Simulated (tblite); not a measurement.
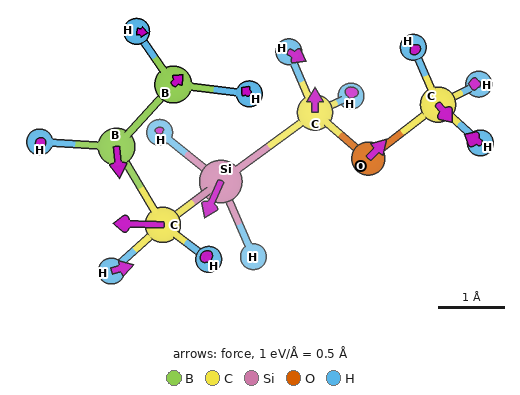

Starting geometry of C₃H₁₂B₂OSi with the computed forces as purple arrows. Style: ball-and-stick. Shown from a free direction.

Level of theory: GFN2-xTB geometry optimisation, gas phase in tblite. 

Is this structure relaxed? If not, where do the atoms go?

Answer. It isn't relaxed: the largest force vector, on a C atom, is 1.95 eV/Å. The final displacements have little in common with the starting forces (cosine between the two patterns 0.15). The energy falls by 14.7 kcal/mol in 123 geometry steps. The atom that moves furthest after the best rigid fit is an H atom (1.35 Å). By element the largest moves are H 1.35 Å, B 0.11 Å, O 0.11 Å, Si 0.09 Å, C 0.09 Å. Near-neighbour distances that change, for instance: C–Si 1.854 → 1.909 Å, B–C 1.612 → 1.569 Å, C–H 1.116 → 1.089 Å, B–B 1.653 → 1.627 Å. Bond angles that change, for instance: H–B–H 119.7° → 114.1°, Si–C–H 110.6° → 105.9°, B–C–H 108.1° → 112.8°. Groups turn about B–B by about 90°. Cost: 1.5 s on 1 thread of Arm Neoverse N1, with other jobs on the host.
